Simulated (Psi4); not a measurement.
**SiPH4 (SMILES [SiH2]P) at UCCSD(T)/6-311+G(d,p) (sweep point 7)**

Aim: the vertical electron affinity of SiPH4 at UCCSD(T)/6-311+G** (sweep point 7), from 2 runs. 

The calculation is run with Psi4 1.11.

**1. The system as given**

The species is SiPH4 (6 atoms), meant as a doublet with charge 0. As SMILES, `[SiH2]P`. Geometry: relaxed at GFN2-xTB. This is one conformer, not always the lowest.

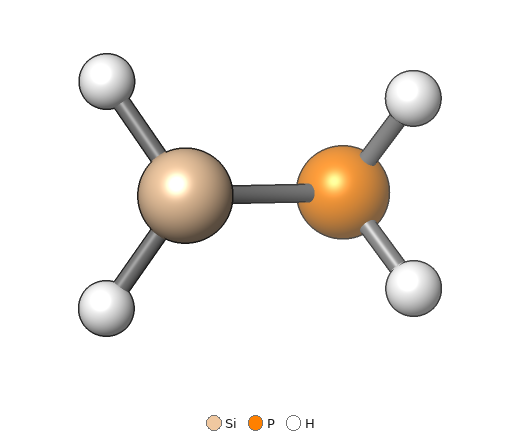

The structure, seen from a chosen angle (silicon light orange, phosphorus orange, hydrogen white).

**2. The energy at UCCSD(T)/6-311+G(d,p) (sweep point 7)**

Input file h4psi.inp:

```
memory 1600 mb

molecule m {
  0 2
  Si     0.127020    -0.986120    -0.104660
  P     -0.338670     1.170000     0.142220
  H     -0.300620    -1.724700     1.087920
  H     -0.579260    -1.514310    -1.276300
  H      0.434680     1.617150    -0.915300
  H      0.656850     1.437980     1.066130
  symmetry c1
}

set basis 6-311+G**
set reference uhf
set puream true
set scf_type pk
set num_frozen_docc 10
set maxiter 150

result, w = energy("ccsd(t)", return_wfn=True)
```

The run is started by

```sh
$ psi4 h4psi.inp h4psi.out -n 1
```

h4psi.out:

```text
[...]
  Running in c1 symmetry.
[...]
  Nuclear repulsion =   83.322954502856035
[...]
  Multiplicity = 2
[...]
  Nalpha       = 17
  Nbeta        = 16
[...]
    Number of basis functions: 84
[...]
   @UHF iter   1:  -631.91302430696430   -4.41991e-01   3.50091e-03 ADIIS/DIIS
[...]
   @UHF iter  14:  -631.96685443823071   -7.61702e-12   5.60973e-09 DIIS
[...]
   @S^2 Observed:                7.568674837E-01
[...]
    Orbital Energies [Eh]
    ---------------------
    Alpha Occupied:
       1A    -79.937786     2A    -68.790558     3A     -7.484005
       4A     -6.139245     5A     -5.378844     6A     -5.377921
       7A     -5.377085     8A     -4.252219     9A     -4.242679
      10A     -4.242646    11A     -0.874740    12A     -0.704297
      13A     -0.545695    14A     -0.488896    15A     -0.463482
      16A     -0.416272    17A     -0.311064
    Alpha Virtual:
      18A      0.057764    19A      0.066280    20A      0.077447
      21A      0.082012    22A      0.094417    23A      0.100961
      24A      0.108000    25A      0.141999    26A      0.142549
[...]
  @UHF Final Energy:  -631.96685443823071
   => Energetics <=
    Nuclear Repulsion Energy =             83.3229545028560352
    One-Electron Energy =               -1040.9926526642157114
    Two-Electron Energy =                 325.7028437231289217
    Total Energy =                       -631.9668544382307118
  UHF NO Occupations:
  HONO-2 :   15  A 1.9993304
  HONO-1 :   16  A 1.9975504
[...]
 Multipole Moments:
 ------------------------------------------------------------------------------------
     Multipole            Electronic (a.u.)      Nuclear  (a.u.)        Total (a.u.)
 ------------------------------------------------------------------------------------
 L = 1.  Multiply by 2.5417464519 to convert [e a0] to [Debye]
 Dipole X            :         -0.4168451            0.8171773            0.4003321
 Dipole Y            :          1.5850899           -1.6536475           -0.0685576
 Dipole Z            :          0.1817954           -0.2334974           -0.0517020
 Magnitude           :                                                    0.4094375
[...]
      * MP2 total energy                      = -632.178372849182665
[...]
      * CCSD total energy                     = -632.219262182512125
[...]
      * CCSD(T) total energy                     = -632.226637660219581
[...]
```

Wall time 33 s (1 thread of Intel Xeon Platinum 8488C (Sapphire Rapids), shared host); peak memory 0.55 GiB.

**3. The singlet anion at the same level**

Input file job.dat:

```
memory 1600 mb

molecule {
  -1 1
  Si     0.127020    -0.986120    -0.104660
  P     -0.338670     1.170000     0.142220
  H     -0.300620    -1.724700     1.087920
  H     -0.579260    -1.514310    -1.276300
  H      0.434680     1.617150    -0.915300
  H      0.656850     1.437980     1.066130
  symmetry c1
}

set reference rhf
set puream true
set scf_type pk
set num_frozen_docc 10

e = energy("ccsd(t)/6-311+G**")
```

The run is started by

```sh
$ psi4 -i job.dat -o job.out -n 1
```

job.out:

```text
[...]
  Running in c1 symmetry.
[...]
  Nuclear repulsion =   83.322954502856035
[...]
  Multiplicity = 1
[...]
  Nalpha       = 17
  Nbeta        = 17
[...]
    Number of basis functions: 84
[...]
   @RHF iter   1:  -631.87714769066292   -4.06114e-01   4.37603e-03 DIIS/ADIIS
[...]
   @RHF iter  12:  -631.96396037309273   -5.00222e-12   4.47046e-09 DIIS
[...]
    Orbital Energies [Eh]
    ---------------------
    Doubly Occupied:
       1A    -79.751739     2A    -68.542909     3A     -7.297999
       4A     -5.891358     5A     -5.192799     6A     -5.192155
       7A     -5.191267     8A     -3.997544     9A     -3.997153
      10A     -3.996188    11A     -0.683266    12A     -0.472991
      13A     -0.363586    14A     -0.277968    15A     -0.270109
      16A     -0.205048    17A     -0.033206
[...]
  @RHF Final Energy:  -631.96396037309273
   => Energetics <=
    Nuclear Repulsion Energy =             83.3229545028560352
    One-Electron Energy =               -1047.8592579999892678
    Two-Electron Energy =                 332.5723431240404011
    Total Energy =                       -631.9639603730927320
[...]
 Multipole Moments:
 ------------------------------------------------------------------------------------
     Multipole            Electronic (a.u.)      Nuclear  (a.u.)        Total (a.u.)
 ------------------------------------------------------------------------------------
 L = 1.  Multiply by 2.5417464519 to convert [e a0] to [Debye]
 Dipole X            :         -1.4481765            0.8171773           -0.6309992
 Dipole Y            :          3.0273397           -1.6536475            1.3736922
 Dipole Z            :          0.4321584           -0.2334974            0.1986610
 Magnitude           :                                                    1.5246824
[...]
      * MP2 total energy                      = -632.198956250829042
[...]
      * CCSD total energy                     = -632.240392883855520
[...]
      * CCSD(T) total energy                  = -632.248995147514393
[...]
```

Run time: 16 s. Hardware: 1 thread of Intel Xeon Platinum 8488C (Sapphire Rapids), shared host; peak memory 0.53 GiB.

**4. Results**

Level: UCCSD(T)/6-311+G** (sweep point 7), 10 core orbitals frozen.

```
                                                                 quantity          value
                                              doublet SiPH4: total energy  -632.22664 Eh
doublet SiPH4: HOMO energy (Hartree–Fock orbitals) (highest over α and β)       -8.46 eV
 doublet SiPH4: LUMO energy (Hartree–Fock orbitals) (lowest over α and β)        0.69 eV
              doublet SiPH4: correlation energy (10 core orbitals frozen)     -259.8 mEh
                                            doublet SiPH4: (T) correction      -7.38 mEh
                         doublet SiPH4: ⟨S²⟩ of the reference determinant          0.757
                                             doublet SiPH4: T1 diagnostic          0.021
                                              singlet anion: total energy  -632.24900 Eh
                       singlet anion: HOMO energy (Hartree–Fock orbitals)       -0.90 eV
                       singlet anion: LUMO energy (Hartree–Fock orbitals)        4.81 eV
     singlet anion: HOMO–LUMO gap (to an unbound level, set by the basis)        5.71 eV
              singlet anion: correlation energy (10 core orbitals frozen)     -285.0 mEh
                                            singlet anion: (T) correction      -8.60 mEh
                                             singlet anion: T1 diagnostic          0.012
                        vertical electron affinity (to the singlet anion)       0.608 eV
```

**Reading.** At fixed nuclei the extra electron is bound by 0.61 eV (58.7 kJ/mol). The triples (doublet SiPH4) make up 2.8 % of the correlation energy. The triples (singlet anion) make up 3.0 % of the correlation energy.
